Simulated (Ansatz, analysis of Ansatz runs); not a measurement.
**Migration in Be3N2 (P6_3/mmc): V_Be hop (2.3 Å), charge −2**

Wanted: path and barrier of a jump of Be in Be3N2 (P6_3/mmc) at charge −2. The case: V_Be hop (2.3 Å), in a cell of 120 host atoms with 1 Be taken out.

Main program and level: Ansatz 0.2.0; plane-wave PAW DFT, PBEsol; nudged elastic band between two relaxed defect structures at fixed charge in a uniform background.

### 1. Starting point

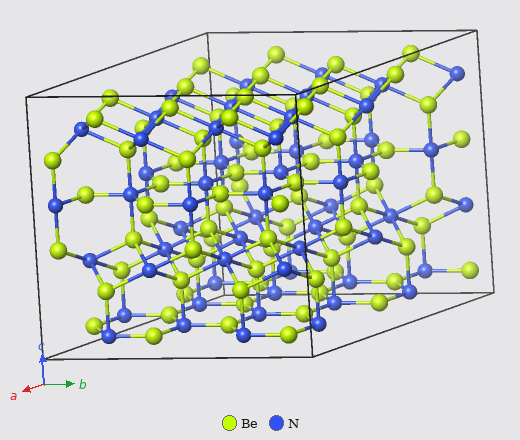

The cell as given, slightly off an axis (beryllium green, nitrogen blue). Some periodic images of atoms are drawn too.

The cell holds 119 atoms: 71 Be and 48 N. Its edges and angles: a = 9.829 Å, b = 9.829 Å, c = 9.710 Å, α = 90.0°, β = 90.0°, γ = 120.0°. It derives from Be3N2 (space group P6_3/mmc). Nearest the centre at fractional (0.500, 0.583, 0.664): N117 at 1.17 Å, Be105 at 1.17 Å, N111 at 1.79 Å, Be48 at 2.32 Å, Be106 at 2.32 Å, N118 at 2.32 Å, N30 at 2.32 Å, Be94 at 2.32 Å. The cell carries charge −2.

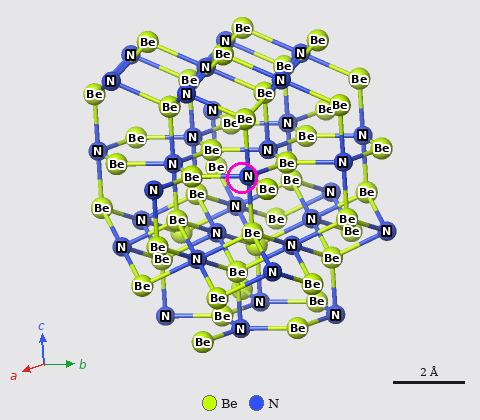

The atoms within 5 Å of the centre. A ring marks the centre wherever it is empty.

The cell's shortest repeat is 9.7 Å.

### 2. Relaxation of the start point, charge −2

A barrier is counted from a minimum, so both ends are relaxed first. Small random displacements break the symmetry of the ideal sites, so that the defect can distort if it gains by it. The charge of −2 is set by the electron count, and a uniform background keeps the cell neutral.

File qm2.start/input.yaml:

```yaml
crystal:
  lattice:
    - [8.51188336, 4.91433815, 0.0]
    - [-8.51188336, 4.91433815, 0.0]
    - [0.0, 0.0, 9.71005664]
  atoms:
    - { symbol: Be, position: [0.0, 0.33333333, 0.07824696] }
    - { symbol: Be, position: [0.16666667, 0.16666667, 0.07824696] }
    - { symbol: Be, position: [0.33333333, 0.0, 0.07824696] }
    - { symbol: Be, position: [0.0, 0.16666667, 0.57824696] }
    - { symbol: Be, position: [0.16666667, 0.0, 0.57824696] }
    - { symbol: Be, position: [0.33333333, 0.33333333, 0.57824696] }
    - { symbol: Be, position: [0.0, 0.16666667, 0.92175304] }
    - { symbol: Be, position: [0.16666667, 0.0, 0.92175304] }
    - { symbol: Be, position: [0.33333333, 0.33333333, 0.92175304] }
    - { symbol: Be, position: [0.0, 0.33333333, 0.42175304] }
    - { symbol: Be, position: [0.16666667, 0.16666667, 0.42175304] }
    - { symbol: Be, position: [0.33333333, 0.0, 0.42175304] }
    - { symbol: Be, position: [0.0, 0.0, 0.25] }
    - { symbol: Be, position: [0.16666667, 0.33333333, 0.25] }
    - { symbol: Be, position: [0.33333333, 0.16666667, 0.25] }
    - { symbol: Be, position: [0.0, 0.0, 0.75] }
    - { symbol: Be, position: [0.16666667, 0.33333333, 0.75] }
    - { symbol: Be, position: [0.33333333, 0.16666667, 0.75] }
    - { symbol: "N", position: [0.0, 0.0, 0.0] }
    - { symbol: "N", position: [0.16666667, 0.33333333, 0.0] }
    - { symbol: "N", position: [0.33333333, 0.16666667, 0.0] }
    - { symbol: "N", position: [0.0, 0.0, 0.5] }
    - { symbol: "N", position: [0.16666667, 0.33333333, 0.5] }
    - { symbol: "N", position: [0.33333333, 0.16666667, 0.5] }
    - { symbol: "N", position: [0.0, 0.33333333, 0.25] }
    - { symbol: "N", position: [0.16666667, 0.16666667, 0.25] }
    - { symbol: "N", position: [0.33333333, 0.0, 0.25] }
    - { symbol: "N", position: [0.0, 0.16666667, 0.75] }
    - { symbol: "N", position: [0.16666667, 0.0, 0.75] }
    - { symbol: "N", position: [0.33333333, 0.33333333, 0.75] }
    - { symbol: Be, position: [0.0, 0.83333333, 0.07824696] }
    - { symbol: Be, position: [0.16666667, 0.66666667, 0.07824696] }
    - { symbol: Be, position: [0.33333333, 0.5, 0.07824696] }
    - { symbol: Be, position: [0.0, 0.66666667, 0.57824696] }
    - { symbol: Be, position: [0.16666667, 0.5, 0.57824696] }
    - { symbol: Be, position: [0.33333333, 0.83333333, 0.57824696] }
    - { symbol: Be, position: [0.0, 0.66666667, 0.92175304] }
    - { symbol: Be, position: [0.16666667, 0.5, 0.92175304] }
    - { symbol: Be, position: [0.33333333, 0.83333333, 0.92175304] }
    - { symbol: Be, position: [0.0, 0.83333333, 0.42175304] }
    - { symbol: Be, position: [0.16666667, 0.66666667, 0.42175304] }
    - { symbol: Be, position: [0.33333333, 0.5, 0.42175304] }
    - { symbol: Be, position: [0.0, 0.5, 0.25] }
    - { symbol: Be, position: [0.16666667, 0.83333333, 0.25] }
    - { symbol: Be, position: [0.33333333, 0.66666667, 0.25] }
    - { symbol: Be, position: [0.0, 0.5, 0.75] }
    - { symbol: Be, position: [0.16666667, 0.83333333, 0.75] }
    - { symbol: Be, position: [0.33333333, 0.66666667, 0.75] }
    - { symbol: "N", position: [0.0, 0.5, 0.0] }
    - { symbol: "N", position: [0.16666667, 0.83333333, 0.0] }
    - { symbol: "N", position: [0.33333333, 0.66666667, 0.0] }
    - { symbol: "N", position: [0.0, 0.5, 0.5] }
    - { symbol: "N", position: [0.16666667, 0.83333333, 0.5] }
    - { symbol: "N", position: [0.33333333, 0.66666667, 0.5] }
    - { symbol: "N", position: [0.0, 0.83333333, 0.25] }
    - { symbol: "N", position: [0.16666667, 0.66666667, 0.25] }
    - { symbol: "N", position: [0.33333333, 0.5, 0.25] }
    - { symbol: "N", position: [0.0, 0.66666667, 0.75] }
    - { symbol: "N", position: [0.16666667, 0.5, 0.75] }
    - { symbol: "N", position: [0.33333333, 0.83333333, 0.75] }
    - { symbol: Be, position: [0.5, 0.33333333, 0.07824696] }
    - { symbol: Be, position: [0.66666667, 0.16666667, 0.07824696] }
    - { symbol: Be, position: [0.83333333, 0.0, 0.07824696] }
    - { symbol: Be, position: [0.5, 0.16666667, 0.57824696] }
    - { symbol: Be, position: [0.66666667, 0.0, 0.57824696] }
    - { symbol: Be, position: [0.83333333, 0.33333333, 0.57824696] }
    - { symbol: Be, position: [0.5, 0.16666667, 0.92175304] }
    - { symbol: Be, position: [0.66666667, 0.0, 0.92175304] }
    - { symbol: Be, position: [0.83333333, 0.33333333, 0.92175304] }
    - { symbol: Be, position: [0.5, 0.33333333, 0.42175304] }
    - { symbol: Be, position: [0.66666667, 0.16666667, 0.42175304] }
    - { symbol: Be, position: [0.83333333, 0.0, 0.42175304] }
    - { symbol: Be, position: [0.5, 0.0, 0.25] }
    - { symbol: Be, position: [0.66666667, 0.33333333, 0.25] }
    - { symbol: Be, position: [0.83333333, 0.16666667, 0.25] }
    - { symbol: Be, position: [0.5, 0.0, 0.75] }
    - { symbol: Be, position: [0.66666667, 0.33333333, 0.75] }
    - { symbol: Be, position: [0.83333333, 0.16666667, 0.75] }
    - { symbol: "N", position: [0.5, 0.0, 0.0] }
    - { symbol: "N", position: [0.66666667, 0.33333333, 0.0] }
    - { symbol: "N", position: [0.83333333, 0.16666667, 0.0] }
    - { symbol: "N", position: [0.5, 0.0, 0.5] }
    - { symbol: "N", position: [0.66666667, 0.33333333, 0.5] }
    - { symbol: "N", position: [0.83333333, 0.16666667, 0.5] }
    - { symbol: "N", position: [0.5, 0.33333333, 0.25] }
    - { symbol: "N", position: [0.66666667, 0.16666667, 0.25] }
    - { symbol: "N", position: [0.83333333, 0.0, 0.25] }
    - { symbol: "N", position: [0.5, 0.16666667, 0.75] }
    - { symbol: "N", position: [0.66666667, 0.0, 0.75] }
    - { symbol: "N", position: [0.83333333, 0.33333333, 0.75] }
    - { symbol: Be, position: [0.5, 0.83333333, 0.07824696] }
    - { symbol: Be, position: [0.66666667, 0.66666667, 0.07824696] }
    - { symbol: Be, position: [0.83333333, 0.5, 0.07824696] }
    - { symbol: Be, position: [0.66666667, 0.5, 0.57824696] }
    - { symbol: Be, position: [0.83333333, 0.83333333, 0.57824696] }
    - { symbol: Be, position: [0.5, 0.66666667, 0.92175304] }
    - { symbol: Be, position: [0.66666667, 0.5, 0.92175304] }
    - { symbol: Be, position: [0.83333333, 0.83333333, 0.92175304] }
    - { symbol: Be, position: [0.5, 0.83333333, 0.42175304] }
    - { symbol: Be, position: [0.66666667, 0.66666667, 0.42175304] }
    - { symbol: Be, position: [0.83333333, 0.5, 0.42175304] }
    - { symbol: Be, position: [0.5, 0.5, 0.25] }
    - { symbol: Be, position: [0.66666667, 0.83333333, 0.25] }
    - { symbol: Be, position: [0.83333333, 0.66666667, 0.25] }
    - { symbol: Be, position: [0.5, 0.5, 0.75] }
    - { symbol: Be, position: [0.66666667, 0.83333333, 0.75] }
    - { symbol: Be, position: [0.83333333, 0.66666667, 0.75] }
    - { symbol: "N", position: [0.5, 0.5, 0.0] }
    - { symbol: "N", position: [0.66666667, 0.83333333, 0.0] }
    - { symbol: "N", position: [0.83333333, 0.66666667, 0.0] }
    - { symbol: "N", position: [0.5, 0.5, 0.5] }
    - { symbol: "N", position: [0.66666667, 0.83333333, 0.5] }
    - { symbol: "N", position: [0.83333333, 0.66666667, 0.5] }
    - { symbol: "N", position: [0.5, 0.83333333, 0.25] }
    - { symbol: "N", position: [0.66666667, 0.66666667, 0.25] }
    - { symbol: "N", position: [0.83333333, 0.5, 0.25] }
    - { symbol: "N", position: [0.5, 0.66666667, 0.75] }
    - { symbol: "N", position: [0.66666667, 0.5, 0.75] }
    - { symbol: "N", position: [0.83333333, 0.83333333, 0.75] }
total_charge: -2
basis:
  ecutwfc: 420
  xc_grid: 2
hamiltonian:
  xc: pbesol
kpoints:
  mp_grid: { grid: [1, 1, 1], shift: [0.25, 0.25, 0.25] }
scf:
  occupations: { method: fixed }
  max_iter: 150
output:
  forces: true
relax:
  f_tol: 0.02
  max_steps: 70
  random_displacement: { amplitude: 0.03, seed: 5953 }
```

On the command line:

```
$ ansatz run input.yaml --threads 4 --pin off --max-ram 14131MiB --backend cpu --events-out ev --progress --plain --runs-dir out
```

Numbers of over 12 decimals in the logs are rounded to 6 here.

What it wrote:

```text
[... repeated set-up lines and file paths are left out, and long positions are rounded to six places ...]
The last accepted step is kept in <dir> (removed where the run ends without a failure and the disk answers)
Engine: ansatz 0.2.0, aarch64-unknown-linux-gnu
Pseudopotentials: kind: paw
Pseudopotential: Be, paw, valence charge 2, recommended cutoff 420 eV (normal), Be.paw.azcp
Pseudopotential: N, paw, valence charge 5, recommended cutoff 420 eV (normal), N.paw.azcp
Functional definition: PBEsol
  exchange = pbesol_x
  correlation = pbesol_c
Crystal: 119 atoms, lattice volume = 812.349 Å³
Basis set: ecut = 420 eV, 15933 PW (Γ), exchange–correlation on 144×144×144 points (8 copies of the dense FFT grid, shifted against one another)
Bands: 311, of which v1, the nominal top of the filled ones, is band 192 counted from 1 (191 counted from 0)
Symmetry: 1 space group operations
k-points: 1
Non-local potential: Be, projectors of the file, l = 0: 2, l = 1: 2, l = 2: 1
Non-local potential: N, projectors of the file, l = 0: 2, l = 1: 2, l = 2: 1
PAW form: soft (Blöchl's): semilocal exchange-correlation on the pseudo side does not see the compensation charge
PAW frozen core: Be, regenerated for the run's functional, and the local potential with it (the file was generated under x = pbe(κ = 0.804, μ = 0.219515), c = pbe(β = 0.066725))
PAW frozen core: N, regenerated for the run's functional, and the local potential with it (the file was generated under x = pbe(κ = 0.804, μ = 0.219515), c = pbe(β = 0.066725))
PAW one-centre angular grid: Be, 110 points (default); XC on 64 Gauss nodes
PAW one-centre angular grid: N, 110 points (default); XC on 64 Gauss nodes
Initial density: superposition of atomic densities (neutral atoms scaled as one to the charged cell's electrons: chi_scale 0, normalization atom), corrected by the library's trained network
Initial wavefunctions: pseudopotential atomic-orbital guess
Functional: x = pbesol(κ = 0.804, μ = 0.123457), c = pbesol(β = 0.046)
SCF iter   1: F=—  HF=-24693.715322 eV  |F-HF|=—  |Δ(HF+E_count)|=         —  Δρ=1.50e-2  dr2=2.26e0  ethr=1.77e-3  ⟨swp⟩=6.0  Hψ=1647  notcnv=0  defer=115
preconditioner: auto → Resta (q_TF=auto, 2.408 Å⁻¹)  ε∞=3.7  [insulator: Δε(μ)=3.883 eV  Ē_g=15.429 eV  n_scr=198 (ndim 8)  ℏωp=25.5 eV  f_vac=0.000  ε∞_Penn≈3.7]
SCF iter   2: F=—  HF=-24693.086262 eV  |F-HF|=—  |Δ(HF+E_count)|=   6.29e-1  Δρ=2.99e-3  dr2=1.22e-1  ethr=5.88e-4  ⟨swp⟩=2.0  Hψ=446  notcnv=0  defer=116
SCF iter   3: F=—  HF=-24693.056023 eV  |F-HF|=—  |Δ(HF+E_count)|=   3.02e-2  Δρ=1.44e-3  dr2=2.66e-2  ethr=3.19e-5  ⟨swp⟩=3.0  Hψ=351  notcnv=0  defer=54
automatic band count: iteration 3 solves 248 bands in place of 311: the levels show a gap, and the empty bands left out lie too high to hold charge; the band table lists the bands solved (type scf.n_extra_bands for more)
SCF iter   4: F=—  HF=-24693.048381 eV  |F-HF|=—  |Δ(HF+E_count)|=   7.64e-3  Δρ=6.38e-4  dr2=3.12e-3  ethr=6.93e-6  ⟨swp⟩=3.0  Hψ=351  notcnv=0  defer=54
SCF iter   5: F=—  HF=-24693.048099 eV  |F-HF|=—  |Δ(HF+E_count)|=   2.81e-4  Δρ=1.65e-4  dr2=2.02e-4  ethr=8.11e-7  ⟨swp⟩=2.0  Hψ=404  notcnv=0  defer=54
SCF iter   6: F=—  HF=-24693.048096 eV  |F-HF|=—  |Δ(HF+E_count)|=   3.47e-6  Δρ=4.68e-5  dr2=1.57e-5  ethr=5.25e-8  ⟨swp⟩=2.0  Hψ=347  notcnv=0  defer=54
SCF iter   7: F=-24693.048096 eV  HF=-24693.048096 eV  |F-HF|=5.40e-7  |Δ(HF+E_count)|=   5.28e-7  Δρ=1.70e-5  dr2=1.80e-6  ethr=2.60e-9  ⟨swp⟩=4.0  Hψ=781  notcnv=0
SCF 1 converged in 7 iterations: F = -24693.048096 eV  dr2 = 1.80e-6
  greatest PAW one-centre occupation: 0.791 electrons in one spin orbital (limit 2), on the N atom at site 116 (counted from 0), in its partial waves of l = 0
relax step   1: F+E_penalty+E_count = -24693.04809588 eV  Δ(F+E_penalty+E_count) = +0.000e0 eV  max|allowed force component| = 2.834e0 eV/Å  Δτ_max = 0.0000 Å  (7 SCF iters, dr2 threshold 1.00e-5 eV, accepted)
[... the SCF cycles and remarks between the steps are left out from here to the last step ...]
relax step   2: F+E_penalty+E_count = -24695.27879594 eV  Δ(F+E_penalty+E_count) = -2.231e0 eV  max|allowed force component| = 1.273e0 eV/Å  Δτ_max = 0.1302 Å  (6 SCF iters, dr2 threshold 1.00e-4 eV, accepted)
relax step   3: F+E_penalty+E_count = -24695.98618215 eV  Δ(F+E_penalty+E_count) = -7.074e-1 eV  max|allowed force component| = 1.973e-1 eV/Å  Δτ_max = 0.2000 Å  (6 SCF iters, dr2 threshold 1.00e-4 eV, accepted)
relax step   4: F+E_penalty+E_count = -24696.00382012 eV  Δ(F+E_penalty+E_count) = -1.764e-2 eV  max|allowed force component| = 4.677e-2 eV/Å  Δτ_max = 0.0637 Å  (5 SCF iters, dr2 threshold 2.43e-6 eV, accepted)
relax step   5: F+E_penalty+E_count = -24696.00470236 eV  Δ(F+E_penalty+E_count) = -8.822e-4 eV  max|allowed force component| = 2.247e-2 eV/Å  Δτ_max = 0.0323 Å  (6 SCF iters, accepted)
SCF iter   1: F=—  HF=-24696.004401 eV  |F-HF|=—  |Δ(HF+E_count)|=         —  Δρ=2.47e-4  dr2=5.86e-4  ethr=2.28e-6  ⟨swp⟩=3.0  Hψ=461  notcnv=0  defer=54
automatic band count: iteration 1 solves 248 bands in place of 311: the levels show a gap, and the empty bands left out lie too high to hold charge; the band table lists the bands solved (type scf.n_extra_bands for more)
SCF iter   2: F=—  HF=-24696.004268 eV  |F-HF|=—  |Δ(HF+E_count)|=   1.33e-4  Δρ=1.35e-4  dr2=1.75e-4  ethr=1.53e-7  ⟨swp⟩=2.0  Hψ=400  notcnv=0  defer=53
SCF iter   3: F=—  HF=-24696.004191 eV  |F-HF|=—  |Δ(HF+E_count)|=   7.74e-5  Δρ=3.47e-5  dr2=9.59e-6  ethr=4.55e-8  ⟨swp⟩=2.0  Hψ=343  notcnv=0  defer=49
SCF iter   4: F=—  HF=-24696.004863 eV  |F-HF|=—  |Δ(HF+E_count)|=   6.73e-4  Δρ=7.84e-6  dr2=3.97e-7  ethr=2.50e-9  ⟨swp⟩=2.0  Hψ=389  notcnv=0  defer=49
SCF iter   5: F=-24696.004863 eV  HF=-24696.004863 eV  |F-HF|=1.96e-8  |Δ(HF+E_count)|=   5.89e-8  Δρ=2.16e-6  dr2=3.00e-8  ethr=2.60e-11  ⟨swp⟩=4.0  Hψ=763  notcnv=0
SCF 6 converged in 5 iterations: F = -24696.004863 eV  dr2 = 3.00e-8
relax step   6: F+E_penalty+E_count = -24696.00486310 eV  Δ(F+E_penalty+E_count) = -1.607e-4 eV  max|allowed force component| = 1.450e-3 eV/Å  Δτ_max = 0.0067 Å  (5 SCF iters, accepted)
SCF converged after 5 iterations
Free energy (F): -24696.004863 eV
Harris-Foulkes:  -24696.004863 eV  (|F-HF|=1.96e-8)
Internal energy: -24696.004863 eV  (E = F + TS)
E sigma→0 (E₀):  -24696.004863 eV
Fermi energy:    7.706995 eV
--- Per-component energies (eV) ---
  E_band       = 650.675832
  E_kinetic    = 7979.162792
  E_local      = -9793.155952  (includes V_loc(G=0)·N_el)
  E_nonlocal   = 2520.822799
  E_hartree    = 3111.972417
  E_xc         = -4335.060971
  E_vxc        = -5237.578733  (∫ρ·V_xc dr)
  E_paw        = -9965.753535  (= ΣΔE_a)
  E_vpaw       = -1042.533788  (= ΣTr[D̂ρ^β])
  E_aug_tail   = 0.004652  (compensation charges beyond the density's cutoff)
  E_ewald      = -14216.022534
  E_core_change = 2.025468  (= ΣΔE_core)
  E_smearing   = -0.000000  (= −TS)
  E_closure    = -0.000000  (closes the sum)
  E_deformation_potential = -37.033375  (in the stress; not in F)
  Σ components = -24696.004863   (vs F -24696.004863, Δ=0.00e0)
--- Forces (eV/Å), atoms counted from 1 ---
  atom   1  Be     0.00037479    -0.00018455    -0.00040959
  atom   2  Be     0.00014820     0.00044355    -0.00003665
  [... 3 atoms left out ...]
  atom   6  Be     0.00101084    -0.00037992    -0.00003067
  [... 23 atoms left out ...]
  atom  30  N     -0.00006352    -0.00007867     0.00031820
  [... 17 atoms left out ...]
  atom  48  Be    -0.00018318     0.00002201     0.00035398
  [... 45 atoms left out ...]
  atom  94  Be     0.00026185    -0.00054257    -0.00076330
  [... 1 atom left out ...]
  atom  96  Be     0.00056049     0.00032204    -0.00041326
  [... 8 atoms left out ...]
  atom 105  Be     0.00046857     0.00031730    -0.00058428
  atom 106  Be     0.00028499     0.00020595     0.00017799
  [... 4 atoms left out ...]
  atom 111  N      0.00025080    -0.00009103     0.00012404
  [... 5 atoms left out ...]
  atom 117  N      0.00008327     0.00009693    -0.00051106
  atom 118  N     -0.00022736     0.00049354     0.00063753
  [... 1 atom left out ...]
  max |Σ_I F_I| component: 5.79e-5 eV/Å
--- Relaxed structure (6 steps of the walk, 6 accepted, 0 SCFs on fresh bases) ---
  F+E_penalty+E_count = -24696.00486310 eV   max|allowed force component| = 1.450e-3 eV/Å
  atoms:
    - { symbol: Be, position: [0.005887, 0.336361, 0.077222] }
    - { symbol: Be, position: [0.169497, 0.172301, 0.077231] }
    [... 3 atoms left out ...]
    - { symbol: Be, position: [0.335054, 0.334230, 0.574688] }
    [... 23 atoms left out ...]
    - { symbol: N, position: [0.334812, 0.334921, 0.746897] }
    [... 17 atoms left out ...]
    - { symbol: Be, position: [0.342924, 0.666844, 0.725743] }
    [... 45 atoms left out ...]
    - { symbol: Be, position: [0.665497, 0.499358, 0.574665] }
    [... 1 atom left out ...]
    - { symbol: Be, position: [0.500239, 0.666911, 0.923839] }
    [... 8 atoms left out ...]
    - { symbol: Be, position: [0.500253, 0.509452, 0.726980] }
    - { symbol: Be, position: [0.657558, 0.824146, 0.725037] }
    [... 4 atoms left out ...]
    - { symbol: N, position: [0.500348, 0.488665, 0.496384] }
    [... 5 atoms left out ...]
    - { symbol: N, position: [0.500278, 0.666927, 0.760518] }
    - { symbol: N, position: [0.665658, 0.500343, 0.746856] }
    [... 1 atom left out ...]
```

It took 45 s on 4 threads of Arm Neoverse V2, shared host; peak memory 1.5 GiB.

Step by step:

| step | energy less that of the first step (eV) | largest force component (eV/Å) |
| --- | --- | --- |
| 1 | 0.0000 | 2.8344 |
| 2 | -2.2307 | 1.2734 |
| 3 | -2.9381 | 0.1973 |
| 4 | -2.9557 | 0.0468 |
| 5 | -2.9566 | 0.0225 |
| 6 | -2.9568 | 0.0014 |

The atoms that moved most (Å, from the sites as typed, ahead of the random displacement, the mean shift of all atoms taken out):

| atom | dx | dy | dz | length |
| --- | --- | --- | --- | --- |
| Be106 | 0.000 | -0.092 | -0.241 | 0.258 |
| Be48 | 0.079 | 0.046 | -0.234 | 0.251 |
| Be105 | -0.079 | 0.045 | -0.222 | 0.240 |
| Be73 | 0.023 | -0.013 | 0.184 | 0.186 |
| Be14 | 0.000 | 0.027 | 0.181 | 0.183 |
| Be42 | -0.003 | 0.147 | 0.108 | 0.183 |
| Be99 | 0.128 | -0.072 | 0.108 | 0.182 |
| Be100 | -0.127 | -0.068 | 0.108 | 0.180 |

Neighbours of Be105 at the end:

| atom | distance (Å) |
| --- | --- |
| N117 | 1.582 |
| N118 | 1.683 |
| N30 | 1.684 |
| Be6 | 2.234 |
| Be94 | 2.235 |
| N111 | 2.248 |
| Be96 | 2.460 |
| Be97 | 2.467 |
| Be9 | 2.468 |

Numbers from this step:

| Item | Value |
| --- | --- |
| free energy | -24696.0049 eV |
| r.m.s. move of the farther half of the atoms | 0.04977 Å |
| largest move from the ideal geometry of this structure, a common shift of the far atoms taken out | 0.2686 Å |

The relaxation gained 2.957 eV and ended with a largest force component of 0.0014 eV/Å.

(Part 1 of 4 ends here.)

[Logs are printed without paths, hosts, clocks, repeated set-up lines and the standing remarks that a program may print on its own settings, such as how far it seeks lower states.]

[Hosts, paths, dates, database ids (printed as entryN), source tags and the programs' standing remarks are cut or masked in the printed files.]
